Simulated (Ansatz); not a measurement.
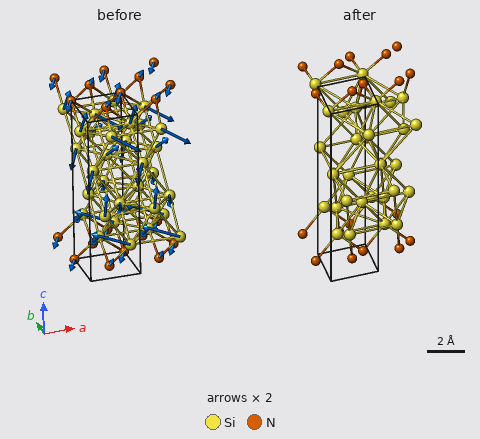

The structure of crystalline Si₄N (a generated structure, set up in P1) (coarse preliminary run) before (left) and after (right) a relaxation, at one scale. The blue arrows give the displacements (the part carried along by the change of the cell is left out), magnified 2 times.

A ball-and-stick model of the cell of the calculation, reduced to other axes, repeated 2 × 2 × 1 with one cell outlined, seen slightly off an axis. Lengths and directions refer to the drawn axes.

The calculation used DFT PBE, scalar-relativistic, plane waves, PAW (Ansatz). Set-up: plane-wave cutoff 420 eV; k-point mesh 8 × 4 × 8; occupations gaussian; smearing width 0.2 eV; no spin polarisation; cell and atoms relaxed; force threshold 0.025 eV/Å; at most 60 steps.

### Describe what moved and what it gained.

The run was cut off at its time limit before the relaxation converged, so the last structure is only a point on the way. Over 9 geometry steps the energy falls by 3.564 eV per cell of the calculation. The largest force component goes from 0.96 to 0.51 eV/Å. Pressure: 6.68 GPa at the start and 0.07 GPa at the end. A Si atom moves most relative to the cell: 1.17 Å in a general direction near −a. Largest moves by element: Si 1.17 Å, N 0.39 Å. The drawn cell changes as follows: a 2.830 → 2.757 Å (−2.6 %), b 4.827 → 5.388 Å (+11.6 %), c 8.864 → 9.294 Å (+4.9 %), α 83.6° → 80.7°, β 84.2° → 80.3°, γ 87.3° → 79.9°; the volume changes by +11.0 %. Among the contacts that change: Si–Si 3.038 → 4.887 Å, Si–Si 2.933 → 4.352 Å, Si–Si 3.808 → 2.559 Å, N–Si 2.309 → 3.454 Å. Bond angles that change, for instance: Si–Si–N 110.5° → 178.1°, Si–Si–N 98.3° → 152.7°, Si–N–Si 171.4° → 123.2°. The space group stays P1 (No. 1). The run took 9.7 min on 1 thread of Intel(R) Xeon(R) Processor @ 2.70GHz, on a shared host, peak memory 0.67 GiB.
